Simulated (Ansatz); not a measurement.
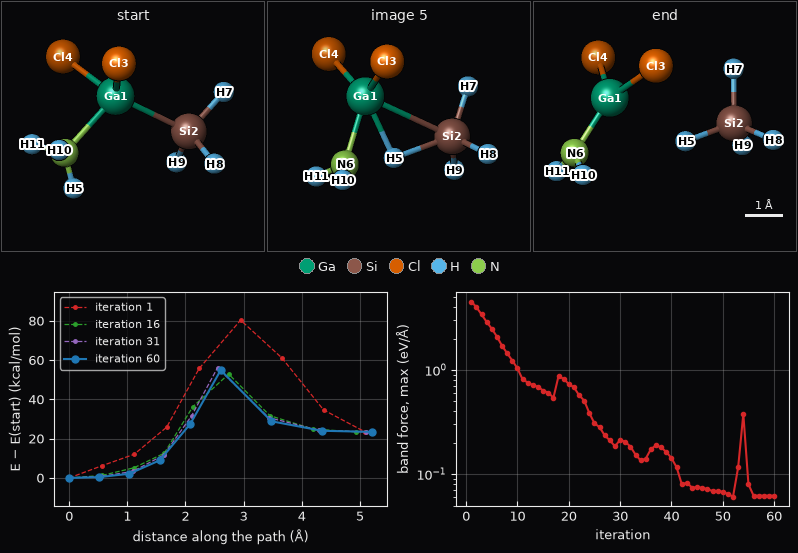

NEB run on GaSiNH$_{6}$Cl$_{2}$. Images are numbered from 0 (start) to 8 (end). The plot follows the band through its iterations. The picture is a ball-and-stick view, seen at a tilt.

These are results of RKS B3LYP/def2-SVP in Ansatz 0.2.0, not measurements. Run with 7 movable images; climbing image; force threshold 0.03 eV/Å; iteration limit 60; optimiser FIRE; largest step 0.02 Å; starting path through a guess of the saddle point.

Question: Did the band converge, and can the barrier be trusted?

Answer: The result isn't final. The band hadn't converged when the run stopped after 60 iterations. The largest component of the band force went from 4.5 to 0.062 eV/Å. The barrier read from it is provisional, though the highest image hardly moved in the last two iterations. The step length is far from the usual. The first iteration put the highest image at 80.4 kcal/mol. Forward barrier 54.9 kcal/mol, backward barrier 31.4 kcal/mol, with image 5 at the top; the reaction energy is +23.5 kcal/mol.
